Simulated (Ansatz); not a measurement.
Hypothetical P6_3/mmc SnS2: thickness series

The reference is SnS₂ in the 2H-MoS2 type structure (space group P6_3/mmc, No. 194; a hypothetical phase, not in the database extracts checked; layered, stacked along the Cartesian z axis).

```xyz
6
Lattice="3.5888 0.0000 0.0000 -1.7944 3.1080 0.0000 0.0000 0.0000 11.8889" Properties=species:S:1:pos:R:3 pbc="T T T"
Sn     0.0000     2.0720     2.9722
Sn     1.7944     1.0360     8.9167
S      0.0000     2.0720     7.3038
S      1.7944     1.0360     1.3594
S      1.7944     1.0360     4.5851
S      0.0000     2.0720    10.5295
```

Free-standing slabs (3 atom(s) a layer) normal to the stacking axis with 15 Å of vacuum; in-plane cell relaxed.

All numbers come from PBE-D3(BJ)/PAW in Ansatz (a program for electronic structure), no SOC.

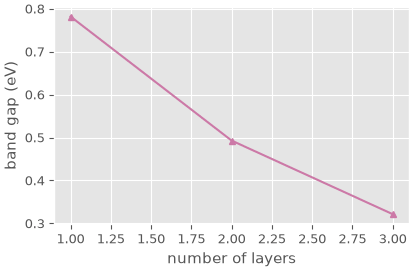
Figure: Band gap against number of layers

Task: From the plot, what is the band gap for 3 layers?

Result: About 0.32 eV.

Task: Is the trend monotonic over the range shown?

Result: Yes, it falls throughout, spanning 0.32 eV to 0.78 eV.

Stability against distortions was not tested. The final runs are not spin-polarised.
